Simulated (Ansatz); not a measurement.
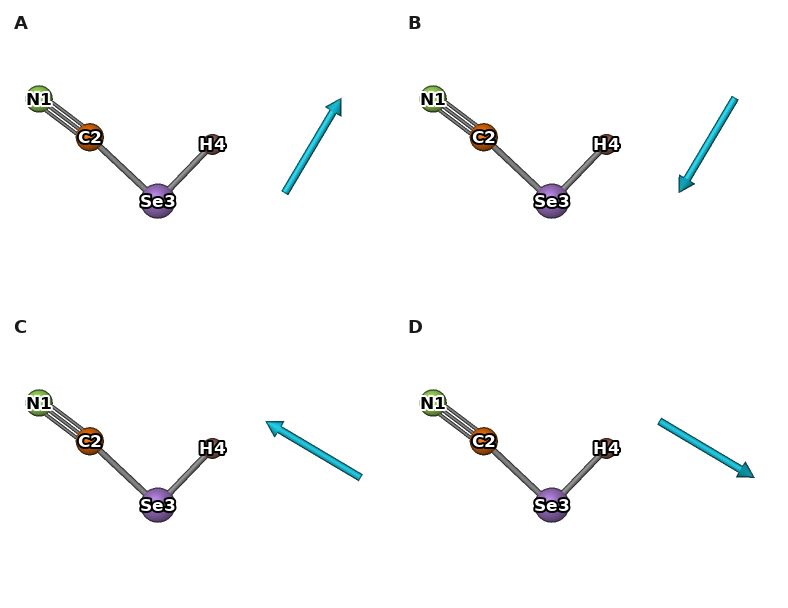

The same molecule four times, each with an arrow. Geometry: atoms displaced at random (about 0.07 Å) from a stationary point of GFN2-xTB. Method: RKS BHLYP-D4/def2-TZVPP (Ansatz 0.2.0).

### Which arrow points along the dipole moment, from the negative to the positive end?

D. The dipole moment is 4.08 D; it points from the side of N1 to the side of H4 (the outermost atoms at the two ends).
